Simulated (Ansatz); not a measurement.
# Calculations on Si₅₃B and related structures

**1. Relaxation**

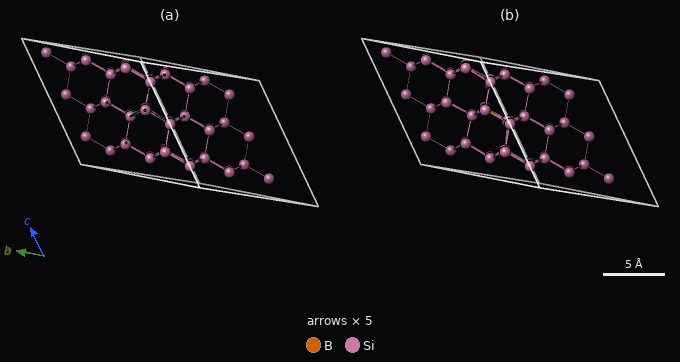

The structure of a defect cell of composition Si53B before (left) and after (right) a relaxation, at one scale. The green arrows give the displacements, 5 times their true length.

A ball-and-stick model of the cell of the calculation (origin shifted), seen from a free direction.

These are results of DFT, PBE, plane-wave PAW, default files, scalar-relativistic in Ansatz 0.2.0, not measurements. (plane-wave cutoff 420 eV; k-point mesh 2 × 2 × 2; occupations fermi dirac; smearing width 0.01 eV; collinear spin; atoms relaxed in a fixed cell; force threshold 0.03 eV/Å; at most 40 steps)

Summarise the run.

Answer. The largest moves, 0.26 Å, are those of Si atoms. By element the largest moves are Si 0.26 Å, B 0.12 Å. The cell stays as it was. Among the contacts that change: B–Si 2.449 → 2.092 Å, B–Si 2.353 → 2.091 Å, B–Si 2.253 → 2.092 Å, Si–Si 2.350 → 2.391 Å. Bond angles that change, for instance: B–Si–Si 106.9° → 114.9°, B–Si–Si 107.7° → 115.0°, Si–Si–Si 109.5° → 116.3°. After 3 accepted moves (4 points after the start) the energy has fallen by 1.349 eV per cell of the calculation. The largest force component goes from 1.3 to 0.012 eV/Å. 1 step only repeated the SCF at the same geometry. The program noted that the starting moments weren't kept.

**2. Relaxation**

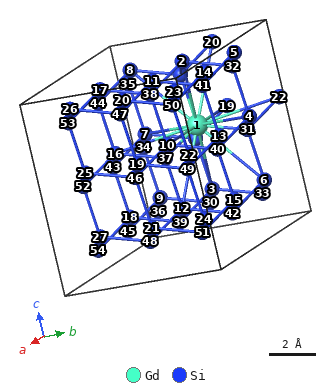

This is the input geometry for a relaxation of a defect cell of composition GdSi53 (cell charge −1). The picture is a ball-and-stick view of the cell of the calculation (origin shifted), seen slightly off an axis.

These are results of Ansatz, DFT, PBE, plane-wave PAW, default files, scalar-relativistic, not measurements.

Settings: plane-wave cutoff 420 eV; k-point mesh 2 × 2 × 2; occupations fermi dirac; smearing width 0.01 eV; collinear spin; atoms relaxed in a fixed cell; force threshold 0.03 eV/Å; at most 40 steps.

```
Gd Si
1.0
     0.00000    8.14068    8.14068
     8.14068    0.00000    8.14068
     8.14068    8.14068    0.00000
Gd Si
1 53
Direct
  0.25000 0.25000 0.25000
  0.25000 0.25000 0.58333
  0.25000 0.25000 0.91667
  0.25000 0.58333 0.25000
  0.25000 0.58333 0.58333
  0.25000 0.58333 0.91667
  0.25000 0.91667 0.25000
  0.25000 0.91667 0.58333
  0.25000 0.91667 0.91667
  0.58333 0.25000 0.25000
  0.58333 0.25000 0.58333
  0.58333 0.25000 0.91667
  0.58333 0.58333 0.25000
  0.58333 0.58333 0.58333
  0.58333 0.58333 0.91667
  0.58333 0.91667 0.25000
  0.58333 0.91667 0.58333
  0.58333 0.91667 0.91667
  0.91667 0.25000 0.25000
  0.91667 0.25000 0.58333
  0.91667 0.25000 0.91667
  0.91667 0.58333 0.25000
  0.91667 0.58333 0.58333
  0.91667 0.58333 0.91667
  0.91667 0.91667 0.25000
  0.91667 0.91667 0.58333
  0.91667 0.91667 0.91667
  0.16667 0.16667 0.16667
  0.16667 0.16667 0.50000
  0.16667 0.16667 0.83333
  0.16667 0.50000 0.16667
  0.16667 0.50000 0.50000
  0.16667 0.50000 0.83333
  0.16667 0.83333 0.16667
  0.16667 0.83333 0.50000
  0.16667 0.83333 0.83333
  0.50000 0.16667 0.16667
  0.50000 0.16667 0.50000
  0.50000 0.16667 0.83333
  0.50000 0.50000 0.16667
  0.50000 0.50000 0.50000
  0.50000 0.50000 0.83333
  0.50000 0.83333 0.16667
  0.50000 0.83333 0.50000
  0.50000 0.83333 0.83333
  0.83333 0.16667 0.16667
  0.83333 0.16667 0.50000
  0.83333 0.16667 0.83333
  0.83333 0.50000 0.16667
  0.83333 0.50000 0.50000
  0.83333 0.50000 0.83333
  0.83333 0.83333 0.16667
  0.83333 0.83333 0.50000
  0.83333 0.83333 0.83333
```

Q: Predict the outcome.

A: Over 3 accepted moves (4 points after the start) the energy falls by 2.937 eV per cell of the calculation. Largest force component: 2.8 eV/Å at the start, 0.016 eV/Å at the end. 1 step only repeated the SCF at the same geometry. The largest moves, 0.34 Å, are those of Si28, Si29, Si31 and Si37. Si29 goes along [−1 −1 3]. Gd stays in place. The cell doesn't change. Near-neighbour distances that change, for instance: Gd1–Si28 2.350 → 2.694 Å, Si10–Si37 2.350 → 2.288 Å, Si10–Si46 2.350 → 2.315 Å, Gd1–Si10 3.838 → 3.872 Å. Bond angles that change, for instance: Si37–Si12–Si48 109.5° → 101.4°, Gd1–Si28–Si3 109.5° → 101.7°, Si3–Si28–Si7 109.5° → 116.0°.

History of the run:

| step | E − E(0), meV/atom | largest force component, eV/Å | note |
| --- | --- | --- | --- |
| 0 | 0.00 | 2.8185 |  |
| 1 | -45.89 | 0.9391 |  |
| 2 | -53.83 | 0.1926 |  |
| 3 | -54.40 | 0.0157 |  |
| 4 | -54.40 | 0.0158 | same geometry, SCF repeated |

The end point in the same view:

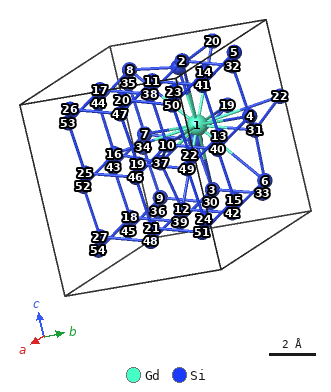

Limits of the set-up: the cell is charged, on a uniform background, and energies carry no finite-size correction.

**3. Defect**

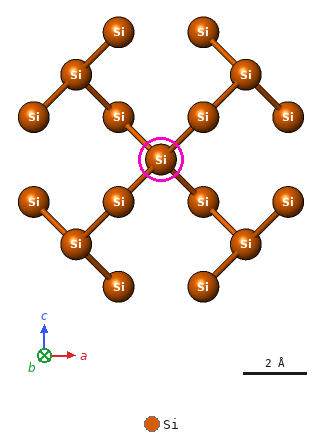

Perfect Si. The picture is a ball-and-stick view of the atoms within 5.4 Å of one point, in a slice 4.2 Å thick across the line of sight, seen along the b axis.

Computed with DFT, PBE, plane-wave PAW, default files, scalar-relativistic (Ansatz 0.2.0). (plane-wave cutoff 420 eV; k-point mesh 2 × 2 × 2; occupations fermi dirac; smearing width 0.01 eV; collinear spin) The axes drawn are those of the host's conventional cell.

A silicon atom is replaced by boron at the ringed place, in charge state 0. The supercell has 54 sites, and the atoms are relaxed at the host's cell.

> How do the neighbours respond?

In the host the Si atom has 4 Si at 2.35 Å; the B atom ends with 4 Si at 2.09 Å. Of the host's atoms, a silicon atom moves furthest from its site, by 0.26 Å. The cell ends without a net magnetic moment.

The relaxed defect, seen from the same direction:

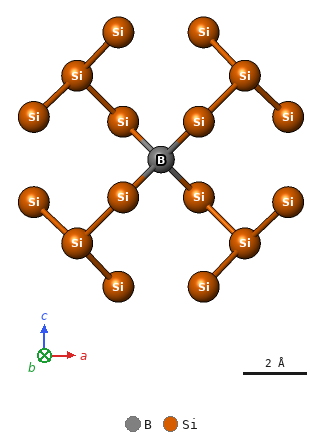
